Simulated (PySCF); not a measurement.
# CH3FO2Si: electronic excitations at several levels of theory, part 1 of 2

Aim: compute the electronic excitations of CH3FO2Si (`O=CO[SiH2]F`) at several levels, and see how far they spread and what each costs.

The runs use PySCF 2.14.0, with density-fitted response routines of our own; the level of theory stands in each step. All values are computed, except where a source is named. Atoms are numbered from 0 throughout.

## (1) The molecule as given

8 atoms, charge 0, multiplicity 1; geometry from: PBE0-D3(BJ)/def2-SVP.

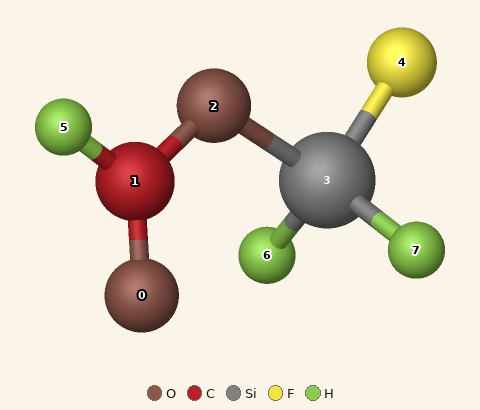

As it starts; oxygen brown, carbon red, silicon grey, fluorine yellow, hydrogen green, atoms numbered.

## (2) Ultraviolet spectrum: wB97X-D/def2-SVPD

What the job is given:

```
{"job": {"kind": "uv", "xc": "wB97X-D", "basis": "def2-SVPD", "ip": true}, "charge": 0, "multiplicity": 1}
O      1.443357    -1.042104    -0.529617
C      1.489752     0.085072    -0.117105
O      0.412963     0.778966     0.231749
Si    -1.082122    -0.040448     0.082732
F     -2.138197     1.059227     0.609870
H      2.422088     0.670418     0.015669
H     -1.123080    -1.204368     0.993084
H     -1.369845    -0.325922    -1.338829
```

Level: TDDFT wB97X-D/def2-SVPD, vertical, gas phase, core orbitals frozen in the response.

Command:

```sh
$ OMP_NUM_THREADS=1 python probes_run.py task.json out
```

The driver reads the jobs from task.json and runs them one after another.

The log of the run:

```text
coarse grid: 7832 points
cycle   1  E = -579.1170830579  dE =  6.630e-01  |g| = 1.023e+00  |ddm| = 3.337e+00
cycle   2  E = -579.0081768785  dE =  1.089e-01  |g| = 1.346e+00  |ddm| = 2.128e+00
cycle   3  E = -579.3183156179  dE = -3.101e-01  |g| = 1.401e-01  |ddm| = 1.206e+00
cycle   4  E = -579.3212899607  dE = -2.974e-03  |g| = 6.647e-02  |ddm| = 1.403e-01
cycle   5  E = -579.3220953415  dE = -8.054e-04  |g| = 8.173e-03  |ddm| = 7.161e-02
cycle   6  E = -579.3221147521  dE = -1.941e-05  |g| = 1.764e-03  |ddm| = 2.182e-02
cycle   7  E = -579.3221161868  dE = -1.435e-06  |g| = 3.589e-04  |ddm| = 5.489e-03
final grid: 73272 points
cycle   8  E = -579.4074480692  dE = -6.087e-05  |g| = 5.838e-03  |ddm| = 8.297e-02
cycle   9  E = -579.4074482312  dE = -1.620e-07  |g| = 6.574e-03  |ddm| = 1.627e-02
cycle  10  E = -579.4074548896  dE = -6.658e-06  |g| = 4.228e-04  |ddm| = 3.984e-03
cycle  11  E = -579.4074549605  dE = -7.090e-08  |g| = 3.485e-04  |ddm| = 1.496e-03
cycle  12  E = -579.4074549829  dE = -2.233e-08  |g| = 1.068e-04  |ddm| = 4.364e-04
cycle  13  E = -579.4074549860  dE = -3.112e-09  |g| = 2.510e-05  |ddm| = 1.531e-04
cycle  14  E = -579.4074549862  dE = -2.511e-10  |g| = 8.246e-06  |ddm| = 5.629e-05
converged SCF energy = -579.4074549862

Static polarisability (au): isotropic 42.901, principal 36.437 42.777 49.490

Singlet excitations
state   eV       nm        f      main configurations
  1   5.8621    211.5   0.00092   H->L 0.98
  2   8.1419    152.3   0.03684   H-1->L 0.63, H->L+2 0.14
  3   8.3554    148.4   0.00021   H-3->L 0.92
  4   8.7114    142.3   0.00563   H->L+1 0.54, H->L+2 0.37
  5   8.7257    142.1   0.00160   H-1->L+1 0.44, H-1->L+2 0.38
  6   8.8006    140.9   0.14928   H->L+2 0.33, H->L+3 0.26, H-1->L 0.25
  7   8.8750    139.7   0.02959   H-1->L+2 0.49, H-1->L+1 0.33, H-1->L+3 0.11
  8   9.1396    135.7   0.09345   H->L+3 0.58, H->L+1 0.11
  9   9.4137    131.7   0.04808   H-2->L 0.75, H->L+4 0.08
 10   9.6589    128.4   0.03830   H->L+4 0.79

Triplet excitations (Tamm-Dancoff, eV): 5.3608 6.2099 7.9476 8.2869
Vertical ionisation energy (delta-SCF) = 11.5422 eV
```

Wall time 34 s (1 thread of Arm Neoverse V2, shared host); peak memory 0.63 GiB.

Frontier orbitals and where they lie:

```
orbital      eV                       atoms
 HOMO−3  -12.82  O2 49 %, Si3 14 %, O0 11 %
 HOMO−2  -12.49  O0 27 %, Si3 16 %, O2 14 %
 HOMO−1  -11.69  O2 30 %, Si3 19 %, O0 17 %
   HOMO  -10.91   O0 68 %, C1 12 %, O2 10 %
   LUMO    1.21   C1 43 %, O0 30 %, O2 16 %
 LUMO+1    1.91  Si3 53 %, F4 12 %, H7 11 %
 LUMO+2    2.04  Si3 36 %, H6 13 %, H7 13 %
```

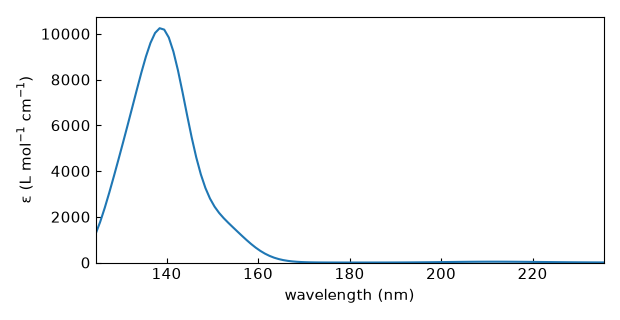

Absorption spectrum: each of the 10 states is a Gaussian band of 0.4 eV half-width at 1/e. Beyond the last state computed it falls off for lack of states.

Further results of this job:

```
           property  computed
  dipole moment (D)      0.54
polarisability (Å³)      6.36
 HOMO–LUMO gap (eV)     12.12
      −ε(HOMO) (eV)     10.91
```

## (3) Ultraviolet spectrum: LC-wPBE/def2-SVPD

Settings changed since step 2:

```diff
@@ -1,2 +1,2 @@
-{"job": {"kind": "uv", "xc": "wB97X-D", "basis": "def2-SVPD", "ip": true}, "charge": 0, "multiplicity": 1}
+{"job": {"kind": "uv", "xc": "LC-wPBE", "basis": "def2-SVPD", "ip": true}, "charge": 0, "multiplicity": 1}
 O      1.443357    -1.042104    -0.529617
```

With the program's defaults for keys left out, this is: TDDFT LC-wPBE/def2-SVPD, vertical, gas phase, core orbitals frozen in the response.

The log of the run:

```text
coarse grid: 7832 points
cycle   1  E = -578.9243191764  dE =  6.755e-01  |g| = 1.034e+00  |ddm| = 3.374e+00
cycle   2  E = -578.8742707803  dE =  5.005e-02  |g| = 1.248e+00  |ddm| = 2.039e+00
cycle   3  E = -579.1343878861  dE = -2.601e-01  |g| = 1.191e-01  |ddm| = 1.154e+00
cycle   4  E = -579.1364446800  dE = -2.057e-03  |g| = 6.604e-02  |ddm| = 1.308e-01
cycle   5  E = -579.1372469589  dE = -8.023e-04  |g| = 8.986e-03  |ddm| = 7.309e-02
cycle   6  E = -579.1372721136  dE = -2.515e-05  |g| = 2.102e-03  |ddm| = 2.611e-02
cycle   7  E = -579.1372746047  dE = -2.491e-06  |g| = 7.970e-04  |ddm| = 7.012e-03
final grid: 73272 points
cycle   8  E = -579.2456995698  dE = -1.951e-05  |g| = 7.195e-03  |ddm| = 3.467e-02
cycle   9  E = -579.2456959883  dE =  3.581e-06  |g| = 7.999e-03  |ddm| = 9.828e-03
cycle  10  E = -579.2457066377  dE = -1.065e-05  |g| = 3.523e-04  |ddm| = 4.786e-03
cycle  11  E = -579.2457066014  dE =  3.629e-08  |g| = 3.109e-04  |ddm| = 7.147e-04
cycle  12  E = -579.2457066210  dE = -1.954e-08  |g| = 5.411e-05  |ddm| = 3.314e-04
cycle  13  E = -579.2457066227  dE = -1.722e-09  |g| = 2.100e-05  |ddm| = 1.477e-04
cycle  14  E = -579.2457066229  dE = -2.079e-10  |g| = 1.037e-05  |ddm| = 4.315e-05
converged SCF energy = -579.2457066229

Static polarisability (au): isotropic 42.454, principal 36.069 42.376 48.917

Singlet excitations
state   eV       nm        f      main configurations
  1   5.8263    212.8   0.00090   H->L 0.96
  2   8.3287    148.9   0.06671   H-1->L 0.61, H-2->L 0.18, H->L+2 0.09
  3   8.4930    146.0   0.00039   H-3->L 0.88
  4   8.8635    139.9   0.00280   H-1->L+2 0.39, H-1->L+1 0.28
  5   9.0781    136.6   0.03746   H-1->L+2 0.29, H-1->L+3 0.28, H-1->L+1 0.28
  6   9.0950    136.3   0.11295   H->L+2 0.52, H->L+3 0.27
  7   9.2642    133.8   0.03520   H->L+1 0.65, H->L+3 0.13
  8   9.6660    128.3   0.15750   H->L+3 0.47, H->L+2 0.16, H->L+4 0.14
  9  10.0668    123.2   0.01226   H-2->L+2 0.47, H-1->L+3 0.19, H-1->L+2 0.11
 10  10.0904    122.9   0.00784   H->L+4 0.64, H-2->L 0.08

Triplet excitations (Tamm-Dancoff, eV): 5.2432 6.1089 7.9880 8.1694
Vertical ionisation energy (delta-SCF) = 11.6744 eV
```

Run time: 40 s. Hardware: 1 thread of Arm Neoverse V2, shared host; peak memory 0.61 GiB.

This run: HOMO -11.79 eV, LUMO 1.79 eV; lowest singlet 5.83 eV.

## (4) TDDFT and polarisability: PBE0/6-31G*

Settings changed since step 3:

```diff
@@ -1,2 +1,2 @@
-{"job": {"kind": "uv", "xc": "LC-wPBE", "basis": "def2-SVPD", "ip": true}, "charge": 0, "multiplicity": 1}
+{"job": {"kind": "uv", "xc": "PBE0", "basis": "6-31G*"}, "charge": 0, "multiplicity": 1}
 O      1.443357    -1.042104    -0.529617
```

Method: TDDFT PBE0/6-31G*, vertical, gas phase, core orbitals frozen in the response.

The log of the run:

```text
coarse grid: 7832 points
cycle   1  E = -579.1904088230  dE =  7.114e-01  |g| = 1.008e+00  |ddm| = 2.712e+00
cycle   2  E = -578.8306069431  dE =  3.598e-01  |g| = 1.720e+00  |ddm| = 1.885e+00
cycle   3  E = -579.3665665001  dE = -5.360e-01  |g| = 2.671e-01  |ddm| = 1.301e+00
cycle   4  E = -579.3795775864  dE = -1.301e-02  |g| = 7.292e-02  |ddm| = 2.315e-01
cycle   5  E = -579.3805394888  dE = -9.619e-04  |g| = 1.084e-02  |ddm| = 5.123e-02
cycle   6  E = -579.3805662559  dE = -2.677e-05  |g| = 2.968e-03  |ddm| = 1.134e-02
cycle   7  E = -579.3805679321  dE = -1.676e-06  |g| = 1.056e-03  |ddm| = 2.561e-03
final grid: 73272 points
cycle   8  E = -579.3433852591  dE =  1.592e-06  |g| = 9.594e-03  |ddm| = 1.261e-02
cycle   9  E = -579.3433529994  dE =  3.226e-05  |g| = 1.628e-02  |ddm| = 1.563e-02
cycle  10  E = -579.3434014961  dE = -4.850e-05  |g| = 1.882e-03  |ddm| = 1.058e-02
cycle  11  E = -579.3434021736  dE = -6.775e-07  |g| = 9.612e-05  |ddm| = 1.313e-03
cycle  12  E = -579.3434021754  dE = -1.777e-09  |g| = 3.424e-05  |ddm| = 1.005e-04
cycle  13  E = -579.3434021756  dE = -2.300e-10  |g| = 1.409e-05  |ddm| = 3.671e-05
converged SCF energy = -579.3434021756

Static polarisability (au): isotropic 33.609, principal 27.071 34.057 39.699

Singlet excitations
state   eV       nm        f      main configurations
  1   5.9024    210.1   0.00078   H->L 0.99
  2   7.9430    156.1   0.00885   H->L+1 0.61, H-1->L 0.36
  3   8.3684    148.2   0.00031   H-3->L 0.95
  4   8.4778    146.2   0.05162   H-1->L 0.38, H->L+2 0.34, H->L+1 0.19
  5   8.6268    143.7   0.06305   H->L+2 0.63, H-1->L 0.14, H-2->L 0.12
  6   8.7037    142.4   0.00010   H-1->L+1 0.96
  7   9.1514    135.5   0.00012   H-1->L+2 0.97
  8   9.2513    134.0   0.13911   H-2->L 0.74, H->L+1 0.09
  9   9.4418    131.3   0.00048   H-2->L+1 0.94
 10   9.9817    124.2   0.01025   H-2->L+2 0.95

Triplet excitations (Tamm-Dancoff, eV): 5.3066 6.0759 7.8335 7.9008
```

It took 4.4 s on 1 thread of Arm Neoverse V2, shared host; peak memory 0.42 GiB.

Key values: HOMO -8.58 eV, LUMO -0.16 eV; lowest singlet 5.90 eV.

## (5) Ultraviolet spectrum: PBE0/def2-SVP

Settings changed since step 4:

```diff
@@ -1,2 +1,2 @@
-{"job": {"kind": "uv", "xc": "PBE0", "basis": "6-31G*"}, "charge": 0, "multiplicity": 1}
+{"job": {"kind": "uv", "xc": "PBE0", "basis": "def2-SVP"}, "charge": 0, "multiplicity": 1}
 O      1.443357    -1.042104    -0.529617
```

With the program's defaults for keys left out, this is: TDDFT PBE0/def2-SVP, vertical, gas phase, core orbitals frozen in the response.

The log of the run:

```text
coarse grid: 7832 points
cycle   1  E = -578.7799868366  dE =  6.774e-01  |g| = 1.005e+00  |ddm| = 2.890e+00
cycle   2  E = -578.4156618568  dE =  3.643e-01  |g| = 1.721e+00  |ddm| = 1.999e+00
cycle   3  E = -578.9550851596  dE = -5.394e-01  |g| = 2.715e-01  |ddm| = 1.372e+00
cycle   4  E = -578.9684674152  dE = -1.338e-02  |g| = 7.560e-02  |ddm| = 2.333e-01
cycle   5  E = -578.9695051391  dE = -1.038e-03  |g| = 1.011e-02  |ddm| = 5.326e-02
cycle   6  E = -578.9695268745  dE = -2.174e-05  |g| = 3.197e-03  |ddm| = 1.209e-02
cycle   7  E = -578.9695287904  dE = -1.916e-06  |g| = 1.136e-03  |ddm| = 2.949e-03
final grid: 73272 points
cycle   8  E = -579.0542127106  dE =  1.220e-06  |g| = 1.057e-02  |ddm| = 1.557e-02
cycle   9  E = -579.0541744920  dE =  3.822e-05  |g| = 1.780e-02  |ddm| = 1.849e-02
cycle  10  E = -579.0542322296  dE = -5.774e-05  |g| = 2.055e-03  |ddm| = 1.226e-02
cycle  11  E = -579.0542330356  dE = -8.061e-07  |g| = 9.007e-05  |ddm| = 1.406e-03
cycle  12  E = -579.0542330373  dE = -1.697e-09  |g| = 2.722e-05  |ddm| = 1.029e-04
cycle  13  E = -579.0542330374  dE = -1.266e-10  |g| = 1.471e-05  |ddm| = 3.506e-05
converged SCF energy = -579.0542330374

Static polarisability (au): isotropic 34.742, principal 29.158 34.675 40.393

Singlet excitations
state   eV       nm        f      main configurations
  1   5.8636    211.4   0.00098   H->L 0.99
  2   7.9749    155.5   0.00983   H-1->L 0.54, H->L+1 0.43
  3   8.2849    149.7   0.00018   H-3->L 0.96
  4   8.4759    146.3   0.08045   H->L+1 0.40, H-1->L 0.34, H-2->L 0.17
  5   8.7216    142.2   0.02019   H->L+2 0.88, H-2->L 0.08
  6   8.8000    140.9   0.00086   H-1->L+1 0.97
  7   9.2189    134.5   0.14971   H-2->L 0.65, H->L+1 0.14
  8   9.2547    134.0   0.01899   H-1->L+2 0.96
  9   9.5649    129.6   0.00016   H-2->L+1 0.95
 10   9.7639    127.0   0.07038   H->L+3 0.94

Triplet excitations (Tamm-Dancoff, eV): 5.2488 6.0539 7.8055 7.9532
```

Wall time 4.8 s (1 thread of Arm Neoverse V2, shared host); peak memory 0.45 GiB.

In short: HOMO -8.73 eV, LUMO -0.36 eV; lowest singlet 5.86 eV.

(Continued in part 2 of 2.)
